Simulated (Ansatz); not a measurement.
Band structure of PbSe (Fm-3m, 2 atoms in the cell).

```xyz
2
Lattice="0.0000 3.1360 3.1360 3.1360 0.0000 3.1360 3.1360 3.1360 0.0000" Properties=species:S:1:pos:R:3 pbc="T T T"
Pb     0.0000     0.0000     0.0000
Se     3.1360     3.1360     3.1360
```

Level of theory: PBE (plane waves, PAW; Ansatz, a first-principles code).

Settings: basis.ecutwfc = 420 eV; kpoints.mp_grid.grid = 5 5 5; hamiltonian.xc = pbe; hamiltonian.pseudopotentials = {kind: paw} (the program's default PAW files); scf.occupations.method = fermi_dirac; scf.occupations.width = 0.02 eV; kpoints.band_path.npoints = 8.

The starting cell comes from a database of computed structures (which also holds hypothetical and non-ambient phases and stackings), without a prior relaxation at this level. Its lattice was rescaled by a random factor within 2.5 % of one. Spin-orbit coupling is off.

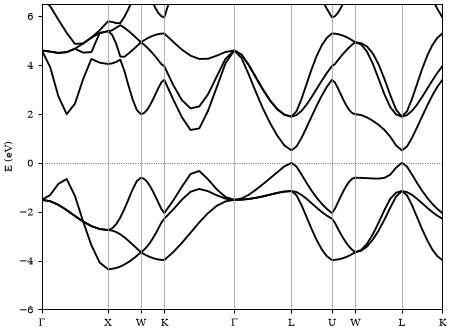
Figure. Bands along the path, energies from the top of the valence band on the path.

**Question.** Read off roughly the gap and where its edges lie.

**Answer.** The gap along the path is about 0.5 eV (computed: 0.51 eV), direct at L to within 0.01 eV.

Levels in eV from the top of the valence band on the path, bands 12 to 18:
```tsv
point	12	13	14	15	16	17	18
Γ	-6.36	-1.52	-1.52	-1.52	4.59	4.59	4.59
X	-7.21	-4.35	-2.75	-2.75	4.04	5.38	5.38
W	-7.71	-3.66	-3.66	-0.61	1.99	4.93	4.93
K	-7.73	-3.98	-2.29	-2.06	3.39	3.95	5.29
L	-8.37	-1.16	-1.16	0.00	0.51	1.89	1.89
U	-7.73	-3.98	-2.29	-2.06	3.39	3.95	5.29
```

Keys are those of Ansatz 0.2.
